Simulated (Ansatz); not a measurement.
```yaml
atoms:
  - { symbol: B, position_ang: [0.5307, 0.4591, -0.4185] }
  - { symbol: O, position_ang: [-0.7591, -0.0187, 2.3581] }
  - { symbol: H, position_ang: [-1.5532, -0.4052, 2.0141] }
  - { symbol: H, position_ang: [1.4561, -0.2696, -0.2454] }
  - { symbol: H, position_ang: [-0.5223, 0.0283, -0.7782] }
  - { symbol: N, position_ang: [0.6881, 1.8512, -0.2632] }
  - { symbol: H, position_ang: [1.5923, 2.1594, 0.0337] }
  - { symbol: Si, position_ang: [-0.5480, 3.0676, -0.4024] }
  - { symbol: H, position_ang: [-1.5928, 2.5950, -1.3237] }
  - { symbol: H, position_ang: [-1.1843, 3.3702, 0.9005] }
  - { symbol: H, position_ang: [0.0500, 4.3206, -0.9019] }
  - { symbol: H, position_ang: [-0.9770, 0.8833, 2.5513] }
```

Level of theory: RHF/6-31G* (Ansatz).

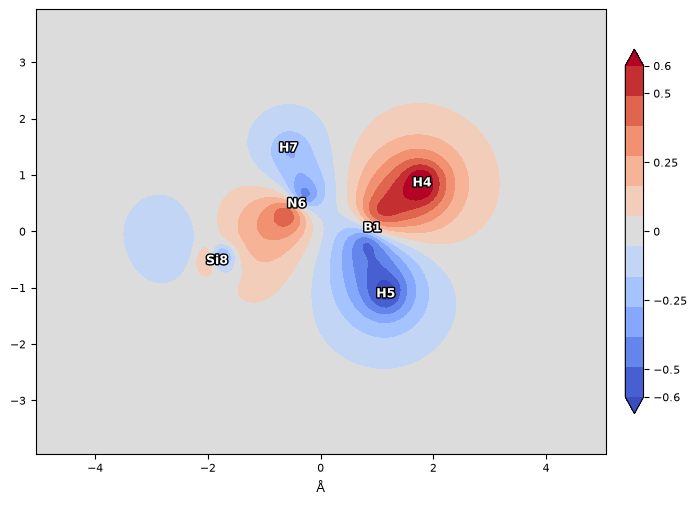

BH₆NSi···H₂O. The HOMO−1 on the plane of atoms H4, B1 and N6 (values in Å⁻³ᐟ²; the overall sign is arbitrary).

Q: What is the character of this orbital?

A: Its weight (Hirshfeld) is mainly on B1 (about 35 %), H4 (about 25 %), H5 (about 20 %) and N6 (about 10 %). Its energy is −12.28 eV.
